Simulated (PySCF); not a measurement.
## SiH$_{3}$Cl: saddle-point search (part 4 of 4)

Continued. System: SiH$_{3}$Cl. Method: HF/3-21G, RHF (PySCF 2.14.0). 

Geometry of the input (Å):
```
Si -0.1120  0.0186  -0.0309
Cl 1.8383  -0.5135  0.3299
H  -0.9509  -0.4883  1.0791
H  0.8881  -0.9975  -1.0914
H  -0.1908  1.4954  -0.1047
```

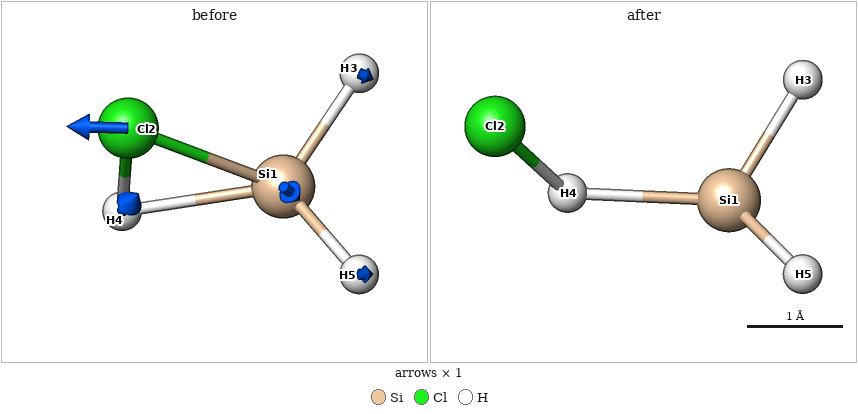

Fig. 1: Before (left) and after (right) the saddle-point search, at one scale (ball-and-stick view, seen at a tilt). The blue arrows give the displacements, at true length. The largest move after the best rigid fit is that of Cl2, 0.66 Å. Largest moves by element: Cl 0.66 Å, H 0.43 Å, Si 0.34 Å. Among the contacts that change: Si1–Cl2 2.054 → 2.924 Å, Cl2–H4 1.777 → 1.616 Å, Si1–H4 1.777 → 1.706 Å, Si1–H3 1.481 → 1.495 Å. Bonds break: Si1–Cl2 (2.05 → 2.92 Å). Among the angles that change: Si1–H4–Cl2 70.6° → 123.3°, H3–Si1–H5 110.4° → 103.7°, H3–Si1–H4 124.8° → 119.2°. After 35 geometry steps the energy has fallen by 14.0 kcal/mol. The largest force component goes from 6.5 to under 0.0001 eV/Å. (Atoms are counted from 1 in the order of the input.)

```
Step   35 : Displace = 3.378e-05/5.285e-05 (rms/max) Trust = 5.944e-03 (+) Grad = 1.618e-06/2.281e-06 (rms/max) E (change) = -746.3342254336 (-9.135e-10) Quality = 0.855
Hessian Eigenvalues:  -9.025e-02 -2.061e-08 -1.310e-08 -5.981e-09  1.566e-08  2.403e-08  3.756e-03
 1.395e-02  4.504e-02  8.635e-02  1.016e-01  1.363e-01    .....    1.954e-01  1.995e-01  4.589e-01
Converged! =D

converged: True
Si         -0.41209407        0.03526714       -0.19557644
Cl          2.36014190       -0.84358375        0.11184606
H          -1.09246574       -0.39266345        1.06461905
H           0.97490772       -0.80881864       -0.71938649
H          -0.35783185        1.52445968       -0.07945543
converged SCF energy = -746.33422543369
Final energy -746.3342254336899
```

**Trajectory as extended XYZ (Å, eV, eV/Å), 36 frames, from step=0 to step=35**
```
5
Properties=species:S:1:pos:R:3:forces:R:3 step=0 energy=-20308.18337
Si   -0.1120    0.0186   -0.0309   -1.7276  -0.7657  -2.3896
Cl    1.8383   -0.5135    0.3299    6.4547   0.0305   4.1958
H    -0.9509   -0.4883    1.0791   -0.0894  -0.0830  -0.2369
H     0.8881   -0.9975   -1.0914   -4.5361   0.9319  -1.3515
H    -0.1908    1.4954   -0.1047   -0.1016  -0.1138  -0.2178
5
Properties=species:S:1:pos:R:3:forces:R:3 step=1 energy=-20308.19596
Si   -0.1203    0.0159   -0.0408   -1.6347  -0.7065  -2.2309
Cl    1.8414   -0.5185    0.3235    6.2999   0.0410   4.1140
H    -0.9486   -0.4877    1.0793   -0.0875  -0.0827  -0.2378
H     0.8894   -0.9892   -1.0766   -4.4772   0.8638  -1.4277
H    -0.1892    1.4942   -0.1034   -0.1004  -0.1156  -0.2176
5
Properties=species:S:1:pos:R:3:forces:R:3 step=2 energy=-20308.20411
Si   -0.1328    0.0124   -0.0546   -1.5305  -0.6153  -2.0113
Cl    1.8459   -0.5255    0.3146    6.0754   0.0484   3.9822
H    -0.9455   -0.4866    1.0799   -0.0840  -0.0815  -0.2359
H     0.8922   -0.9784   -1.0566   -4.3633   0.7647  -1.5206
H    -0.1871    1.4928   -0.1013   -0.0976  -0.1164  -0.2145
5
Properties=species:S:1:pos:R:3:forces:R:3 step=3 energy=-20308.20267
Si   -0.1522    0.0086   -0.0735   -1.4207  -0.4832  -1.7196
Cl    1.8527   -0.5355    0.3022    5.7243   0.0454   3.7518
H    -0.9416   -0.4843    1.0814   -0.0768  -0.0775  -0.2258
H     0.8983   -0.9653   -1.0307   -4.1361   0.6287  -1.6026
H    -0.1847    1.4912   -0.0974   -0.0908  -0.1135  -0.2037
5
Properties=species:S:1:pos:R:3:forces:R:3 step=4 energy=-20308.19728
Si   -0.1734    0.0059   -0.0916   -1.3467  -0.3554  -1.4581
Cl    1.8609   -0.5458    0.2902    5.3293   0.0276   3.4683
H    -0.9383   -0.4811    1.0835   -0.0666  -0.0704  -0.2070
H     0.9064   -0.9544   -1.0072   -3.8355   0.5043  -1.6181
H    -0.1830    1.4900   -0.0928   -0.0805  -0.1061  -0.1852
5
Properties=species:S:1:pos:R:3:forces:R:3 step=5 energy=-20308.19634
Si   -0.1967    0.0044   -0.1090   -1.3042  -0.2360  -1.2310
Cl    1.8708   -0.5567    0.2785    4.8909  -0.0043   3.1332
H    -0.9356   -0.4771    1.0859   -0.0536  -0.0602  -0.1798
H     0.9162   -0.9453   -0.9857   -3.4661   0.3952  -1.5636
H    -0.1821    1.4893   -0.0876   -0.0670  -0.0947  -0.1587
5
Properties=species:S:1:pos:R:3:forces:R:3 step=6 energy=-20308.20114
Si   -0.2086    0.0039   -0.1175   -1.2939  -0.1790  -1.1290
Cl    1.8767   -0.5623    0.2728    4.6644  -0.0232   2.9562
H    -0.9345   -0.4750    1.0870   -0.0459  -0.0541  -0.1644
H     0.9210   -0.9409   -0.9753   -3.2653   0.3447  -1.5193
H    -0.1820    1.4890   -0.0850   -0.0592  -0.0884  -0.1435
5
Properties=species:S:1:pos:R:3:forces:R:3 step=7 energy=-20308.21269
Si   -0.2263    0.0037   -0.1292   -1.2876  -0.1044  -1.0003
Cl    1.8861   -0.5707    0.2647    4.3270  -0.0546   2.6869
H    -0.9334   -0.4717    1.0888   -0.0346  -0.0444  -0.1397
H     0.9285   -0.9354   -0.9612   -2.9572   0.2814  -1.4276
H    -0.1822    1.4887   -0.0811   -0.0476  -0.0779  -0.1193
5
Properties=species:S:1:pos:R:3:forces:R:3 step=8 energy=-20308.23645
Si   -0.2531    0.0043   -0.1454   -1.2991  -0.0125  -0.8539
Cl    1.9002   -0.5826    0.2538    3.8392  -0.1093   2.2820
H    -0.9321   -0.4662    1.0917   -0.0206  -0.0285  -0.1004
H     0.9408   -0.9293   -0.9432   -2.4870   0.2096  -1.2460
H    -0.1831    1.4885   -0.0748   -0.0325  -0.0592  -0.0818
5
Properties=species:S:1:pos:R:3:forces:R:3 step=9 energy=-20308.29310
Si   -0.2937    0.0069   -0.1672   -1.3177   0.0857  -0.7015
Cl    1.9224   -0.5997    0.2394    3.1374  -0.1947   1.6882
H    -0.9309   -0.4571    1.0962   -0.0082  -0.0045  -0.0426
H     0.9601   -0.9239   -0.9216   -1.7945   0.1413  -0.9156
H    -0.1854    1.4885   -0.0648   -0.0171  -0.0278  -0.0285
5
Properties=species:S:1:pos:R:3:forces:R:3 step=10 energy=-20308.38695
Si   -0.3378    0.0109   -0.1888   -1.2842   0.1526  -0.5682
Cl    1.9515   -0.6190    0.2257    2.4059  -0.2683   1.0954
H    -0.9314   -0.4463    1.1006   -0.0039   0.0173   0.0068
H     0.9803   -0.9196   -0.9015   -1.1081   0.0964  -0.5501
H    -0.1899    1.4887   -0.0540   -0.0097   0.0019   0.0161
5
Properties=species:S:1:pos:R:3:forces:R:3 step=11 energy=-20308.49503
Si   -0.3747    0.0143   -0.2067   -1.1503   0.1805  -0.4358
Cl    1.9873   -0.6392    0.2150    1.7902  -0.2912   0.6616
H    -0.9352   -0.4363    1.1024   -0.0056   0.0265   0.0248
H     0.9928   -0.9130   -0.8823   -0.6239   0.0703  -0.2830
H    -0.1976    1.4887   -0.0463   -0.0104   0.0139   0.0324
5
Properties=species:S:1:pos:R:3:forces:R:3 step=12 energy=-20308.59005
Si   -0.4011    0.0164   -0.2202   -0.9512   0.1816  -0.3063
Cl    2.0293   -0.6604    0.2063    1.3155  -0.2712   0.3903
H    -0.9429   -0.4284    1.1011   -0.0105   0.0252   0.0192
H     0.9956   -0.9019   -0.8620   -0.3385   0.0522  -0.1300
H    -0.2082    1.4890   -0.0431   -0.0154   0.0123   0.0269
5
Properties=species:S:1:pos:R:3:forces:R:3 step=13 energy=-20308.66172
Si   -0.4183    0.0175   -0.2293   -0.7421   0.1690  -0.1932
Cl    2.0749   -0.6830    0.1977    0.9569  -0.2297   0.2296
H    -0.9543   -0.4226    1.0973   -0.0173   0.0202   0.0075
H     0.9919   -0.8871   -0.8396   -0.1756   0.0324  -0.0586
H    -0.2214    1.4899   -0.0440   -0.0219   0.0081   0.0147
5
Properties=species:S:1:pos:R:3:forces:R:3 step=14 energy=-20308.71094
Si   -0.4267    0.0179   -0.2340   -0.5427   0.1527  -0.0925
Cl    2.1222   -0.7066    0.1886    0.6974  -0.1771   0.1511
H    -0.9690   -0.4187    1.0917   -0.0251   0.0135  -0.0061
H     0.9831   -0.8696   -0.8159   -0.1006   0.0074  -0.0523
H    -0.2370    1.4916   -0.0483   -0.0290   0.0035  -0.0001
5
Properties=species:S:1:pos:R:3:forces:R:3 step=15 energy=-20308.74313
Si   -0.4279    0.0187   -0.2336   -0.3611   0.1299  -0.0142
Cl    2.1698   -0.7307    0.1788    0.5072  -0.1241   0.1177
H    -0.9873   -0.4156    1.0854   -0.0307   0.0067  -0.0164
H     0.9733   -0.8527   -0.7939   -0.0822  -0.0128  -0.0744
H    -0.2552    1.4950   -0.0547   -0.0331   0.0004  -0.0127
5
Properties=species:S:1:pos:R:3:forces:R:3 step=16 energy=-20308.76468
Si   -0.4248    0.0210   -0.2276   -0.1981   0.0896   0.0230
Cl    2.2168   -0.7552    0.1678    0.3520  -0.0790   0.0937
H    -1.0094   -0.4119    1.0799   -0.0300   0.0010  -0.0193
H     0.9666   -0.8398   -0.7767   -0.0934  -0.0113  -0.0789
H    -0.2766    1.5006   -0.0614   -0.0305  -0.0004  -0.0185
5
Properties=species:S:1:pos:R:3:forces:R:3 step=17 energy=-20308.77863
Si   -0.4223    0.0258   -0.2180   -0.0675   0.0289   0.0051
Cl    2.2624   -0.7807    0.1545    0.1960  -0.0488   0.0440
H    -1.0343   -0.4061    1.0763   -0.0222  -0.0005  -0.0108
H     0.9674   -0.8329   -0.7645   -0.0854   0.0175  -0.0256
H    -0.3006    1.5085   -0.0663   -0.0209   0.0029  -0.0128
5
Properties=species:S:1:pos:R:3:forces:R:3 step=18 energy=-20308.78551
Si   -0.4240    0.0313   -0.2098   -0.0096  -0.0108  -0.0243
Cl    2.3048   -0.8075    0.1368    0.0400  -0.0329  -0.0294
H    -1.0588   -0.3980    1.0741   -0.0145   0.0021   0.0012
H     0.9757   -0.8277   -0.7506   -0.0034   0.0339   0.0546
H    -0.3251    1.5166   -0.0684   -0.0124   0.0077  -0.0021
5
Properties=species:S:1:pos:R:3:forces:R:3 step=19 energy=-20308.78934
Si   -0.4245    0.0345   -0.2049   -0.0292   0.0119   0.0012
Cl    2.3432   -0.8352    0.1150   -0.0522  -0.0168  -0.0617
H    -1.0807   -0.3905    1.0704   -0.0107   0.0029   0.0003
H     0.9824   -0.8165   -0.7274    0.1021  -0.0027   0.0610
H    -0.3477    1.5224   -0.0711   -0.0100   0.0048  -0.0008
5
Properties=species:S:1:pos:R:3:forces:R:3 step=20 energy=-20308.78898
Si   -0.4178    0.0371   -0.1963   -0.0587   0.0472   0.0414
Cl    2.3623   -0.8558    0.0927   -0.0217  -0.0018  -0.0170
H    -1.0894   -0.3880    1.0708   -0.0059   0.0018  -0.0062
H     0.9735   -0.8048   -0.7135    0.0939  -0.0446  -0.0145
H    -0.3558    1.5263   -0.0716   -0.0076  -0.0025  -0.0037
5
Properties=species:S:1:pos:R:3:forces:R:3 step=21 energy=-20308.78908
Si   -0.4190    0.0340   -0.2022   -0.0533   0.0384   0.0301
Cl    2.3520   -0.8419    0.1095   -0.0114  -0.0082  -0.0210
H    -1.0860   -0.3912    1.0673   -0.0071   0.0015  -0.0053
H     0.9782   -0.8090   -0.7176    0.0800  -0.0307   0.0000
H    -0.3526    1.5228   -0.0749   -0.0082  -0.0011  -0.0037
5
Properties=species:S:1:pos:R:3:forces:R:3 step=22 energy=-20308.78916
Si   -0.4210    0.0339   -0.2036   -0.0467   0.0299   0.0201
Cl    2.3466   -0.8380    0.1126   -0.0193  -0.0121  -0.0327
H    -1.0828   -0.3913    1.0686   -0.0084   0.0017  -0.0037
H     0.9793   -0.8122   -0.7222    0.0832  -0.0203   0.0194
H    -0.3495    1.5223   -0.0733   -0.0088   0.0008  -0.0032
5
Properties=species:S:1:pos:R:3:forces:R:3 step=23 energy=-20308.78926
Si   -0.4227    0.0341   -0.2043   -0.0396   0.0223   0.0119
Cl    2.3446   -0.8364    0.1139   -0.0330  -0.0145  -0.0454
H    -1.0816   -0.3910    1.0695   -0.0096   0.0022  -0.0020
H     0.9807   -0.8142   -0.7247    0.0916  -0.0126   0.0378
H    -0.3484    1.5222   -0.0723   -0.0094   0.0026  -0.0022
5
Properties=species:S:1:pos:R:3:forces:R:3 step=24 energy=-20308.78931
Si   -0.4236    0.0343   -0.2046   -0.0347   0.0174   0.0069
Cl    2.3438   -0.8358    0.1144   -0.0421  -0.0156  -0.0533
H    -1.0811   -0.3908    1.0700   -0.0102   0.0025  -0.0009
H     0.9815   -0.8153   -0.7260    0.0969  -0.0080   0.0489
H    -0.3480    1.5223   -0.0717   -0.0098   0.0037  -0.0016
5
Properties=species:S:1:pos:R:3:forces:R:3 step=25 energy=-20308.78927
Si   -0.4229    0.0343   -0.2042   -0.0374   0.0162   0.0032
Cl    2.3434   -0.8355    0.1146   -0.0354  -0.0160  -0.0496
H    -1.0812   -0.3910    1.0699   -0.0089   0.0026  -0.0001
H     0.9814   -0.8155   -0.7264    0.0903  -0.0065   0.0471
H    -0.3480    1.5223   -0.0719   -0.0085   0.0037  -0.0007
5
Properties=species:S:1:pos:R:3:forces:R:3 step=26 energy=-20308.78920
Si   -0.4220    0.0343   -0.2035   -0.0419   0.0152  -0.0015
Cl    2.3428   -0.8352    0.1147   -0.0259  -0.0166  -0.0444
H    -1.0813   -0.3911    1.0699   -0.0071   0.0024   0.0010
H     0.9812   -0.8157   -0.7269    0.0815  -0.0046   0.0446
H    -0.3481    1.5224   -0.0720   -0.0066   0.0036   0.0003
5
Properties=species:S:1:pos:R:3:forces:R:3 step=27 energy=-20308.78904
Si   -0.4203    0.0342   -0.2026   -0.0499   0.0146  -0.0076
Cl    2.3415   -0.8345    0.1151   -0.0071  -0.0173  -0.0336
H    -1.0813   -0.3915    1.0697   -0.0042   0.0022   0.0024
H     0.9807   -0.8160   -0.7276    0.0651  -0.0028   0.0371
H    -0.3479    1.5224   -0.0725   -0.0038   0.0033   0.0018
5
Properties=species:S:1:pos:R:3:forces:R:3 step=28 energy=-20308.78878
Si   -0.4182    0.0340   -0.2017   -0.0564   0.0142  -0.0124
Cl    2.3400   -0.8333    0.1161    0.0163  -0.0174  -0.0187
H    -1.0812   -0.3924    1.0692   -0.0014   0.0023   0.0034
H     0.9796   -0.8159   -0.7282    0.0428  -0.0017   0.0246
H    -0.3475    1.5222   -0.0734   -0.0013   0.0027   0.0032
5
Properties=species:S:1:pos:R:3:forces:R:3 step=29 energy=-20308.78851
Si   -0.4148    0.0333   -0.2006   -0.0513   0.0132  -0.0108
Cl    2.3410   -0.8321    0.1188    0.0419  -0.0140   0.0034
H    -1.0826   -0.3941    1.0670    0.0008   0.0018   0.0027
H     0.9776   -0.8143   -0.7268    0.0080  -0.0021   0.0017
H    -0.3485    1.5218   -0.0763    0.0005   0.0011   0.0030
5
Properties=species:S:1:pos:R:3:forces:R:3 step=30 energy=-20308.78860
Si   -0.4127    0.0330   -0.1998   -0.0299   0.0092  -0.0038
Cl    2.3451   -0.8326    0.1206    0.0432  -0.0086   0.0134
H    -1.0851   -0.3950    1.0649    0.0005   0.0004   0.0004
H     0.9759   -0.8124   -0.7247   -0.0142  -0.0009  -0.0106
H    -0.3506    1.5217   -0.0789    0.0004  -0.0001   0.0007
5
Properties=species:S:1:pos:R:3:forces:R:3 step=31 energy=-20308.78870
Si   -0.4129    0.0332   -0.1995   -0.0188   0.0056  -0.0026
Cl    2.3477   -0.8339    0.1202    0.0304  -0.0069   0.0080
H    -1.0863   -0.3948    1.0646   -0.0003   0.0003  -0.0001
H     0.9760   -0.8120   -0.7239   -0.0107   0.0009  -0.0053
H    -0.3518    1.5220   -0.0793   -0.0005   0.0000   0.0001
5
Properties=species:S:1:pos:R:3:forces:R:3 step=32 energy=-20308.78878
Si   -0.4131    0.0336   -0.1990   -0.0106   0.0040   0.0000
Cl    2.3510   -0.8359    0.1188    0.0183  -0.0049   0.0035
H    -1.0879   -0.3943    1.0644   -0.0011   0.0000  -0.0007
H     0.9760   -0.8112   -0.7227   -0.0055   0.0009  -0.0021
H    -0.3534    1.5225   -0.0795   -0.0011   0.0000  -0.0007
5
Properties=species:S:1:pos:R:3:forces:R:3 step=33 energy=-20308.78885
Si   -0.4127    0.0343   -0.1977   -0.0042   0.0017   0.0001
Cl    2.3554   -0.8391    0.1163    0.0085  -0.0025   0.0012
H    -1.0902   -0.3937    1.0642   -0.0008   0.0001  -0.0004
H     0.9758   -0.8101   -0.7210   -0.0027   0.0008  -0.0004
H    -0.3556    1.5233   -0.0798   -0.0008   0.0000  -0.0004
5
Properties=species:S:1:pos:R:3:forces:R:3 step=34 energy=-20308.78888
Si   -0.4121    0.0353   -0.1955   -0.0005   0.0000  -0.0002
Cl    2.3601   -0.8437    0.1117    0.0006  -0.0001   0.0003
H    -1.0924   -0.3926    1.0647    0.0001   0.0000   0.0001
H     0.9748   -0.8088   -0.7195   -0.0002  -0.0001  -0.0002
H    -0.3578    1.5245   -0.0794    0.0001   0.0000   0.0001
5
Properties=species:S:1:pos:R:3:forces:R:3 step=35 energy=-20308.78888
Si   -0.4121    0.0353   -0.1956    0.0000   0.0001   0.0001
Cl    2.3601   -0.8436    0.1118   -0.0001   0.0000  -0.0001
H    -1.0925   -0.3927    1.0646    0.0000   0.0000   0.0000
H     0.9749   -0.8088   -0.7194    0.0001   0.0000   0.0000
H    -0.3578    1.5245   -0.0795    0.0000   0.0000   0.0000
```

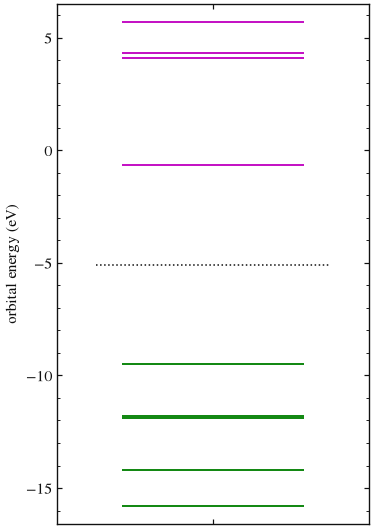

Fig. 2: Orbital energies near the frontier; the dotted line parts filled from empty levels, and levels within 0.02 eV of each other stand side by side. Highest filled −9.50 eV, lowest empty −0.67 eV, 8.83 eV apart.

**Results in brief**

| quantity | value |
| --- | --- |
| outcome | converged |
| total energy | −746.334225 hartree |
| basis functions | 32 |
| HOMO | −9.50 eV |
| LUMO | −0.67 eV |
| dipole moment | 5.03 D |
| hardware | 1 thread of Arm Neoverse V1, 24 GiB of memory available, shared host |
| wall time | 11 s |
| peak memory | 0.2 GiB |
